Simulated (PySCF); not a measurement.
```yaml
atoms:
  - { symbol: C, position_ang: [2.6570, -0.3475, -0.0078] }
  - { symbol: O, position_ang: [1.4423, -0.5678, 0.6777] }
  - { symbol: C, position_ang: [0.3855, 0.1725, 0.1854] }
  - { symbol: C, position_ang: [0.2681, 1.6485, 0.3870] }
  - { symbol: C, position_ang: [-0.8859, 1.9915, -0.1792] }
  - { symbol: C, position_ang: [-1.4579, 0.7321, -0.7238] }
  - { symbol: C, position_ang: [-0.3231, -0.1936, -1.1240] }
  - { symbol: C, position_ang: [-1.0088, -0.4364, 0.1409] }
  - { symbol: C, position_ang: [-1.6711, -1.5846, 0.8079] }
  - { symbol: H, position_ang: [3.3992, -0.9791, 0.4763] }
  - { symbol: H, position_ang: [2.9691, 0.6998, 0.0585] }
  - { symbol: H, position_ang: [2.5712, -0.6236, -1.0644] }
  - { symbol: H, position_ang: [0.9898, 2.2441, 0.9091] }
  - { symbol: H, position_ang: [-1.3528, 2.9539, -0.2498] }
  - { symbol: H, position_ang: [-2.4041, 0.7050, -1.2414] }
  - { symbol: H, position_ang: [-0.0863, -0.7743, -1.9907] }
  - { symbol: H, position_ang: [-0.9270, -2.3446, 1.0394] }
  - { symbol: H, position_ang: [-2.4285, -2.0179, 0.1551] }
  - { symbol: H, position_ang: [-2.1466, -1.2689, 1.7362] }
```

Geometry: GFN2-xTB.

The calculation used PBE0/pcSseg-1, SCF density, gas phase, non-relativistic (PySCF 2.14.0).

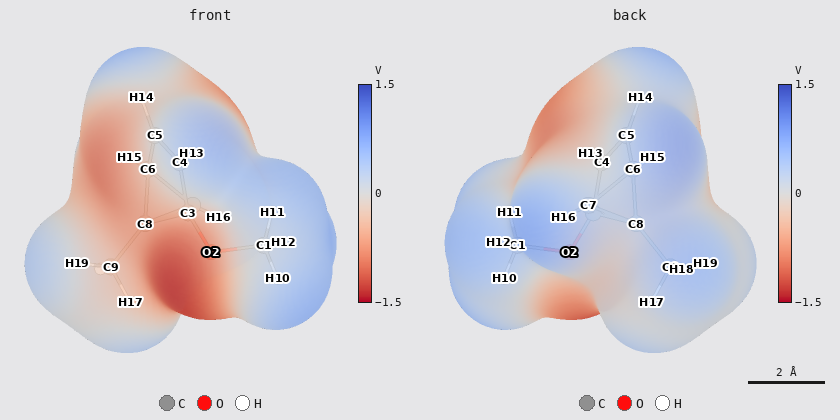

C8H10O. The electrostatic potential painted on the density surface at 0.001 e/bohr³, seen from the front and from behind; red is negative and blue positive.

**Where is the surface potential most negative and most positive?**

The most negative region (about −1.3 V) lies over O2, the most positive (about +0.7 V) over H15 and H16. O2 is the likeliest acceptor of a hydrogen bond.
